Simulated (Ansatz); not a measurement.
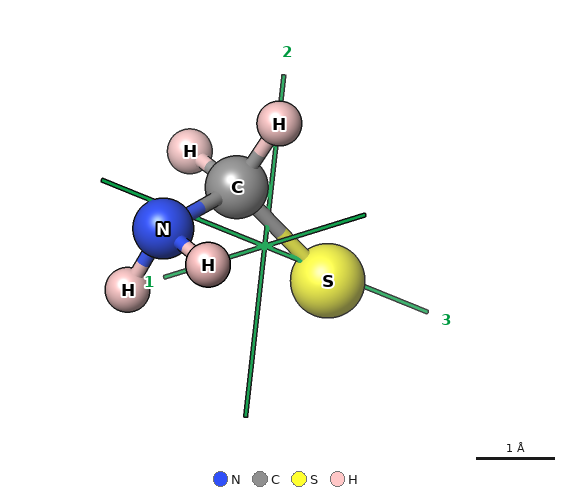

The three principal axes of inertia are drawn and numbered. Atoms fade into the background with distance from the viewer. State: charge −1, singlet. The geometry was computed by an optimisation with PBE-D4/def2-SVPD. No frequency run is at hand to confirm it as a minimum. Masses are those of the most abundant isotopes; constants are for the rigid equilibrium geometry.

### Which line is the a axis (least moment of inertia), which b and which c?

a is line 3, b is line 2, c is line 1; the moments are 14.7, 92.6, 101 u Å².

### Classify the rotor and give the rotational constants (cm⁻¹).

An asymmetric top (Cs): A = 1.15, B = 0.182, C = 0.166 cm⁻¹. Ray's parameter κ is −0.97, close to the prolate limit.
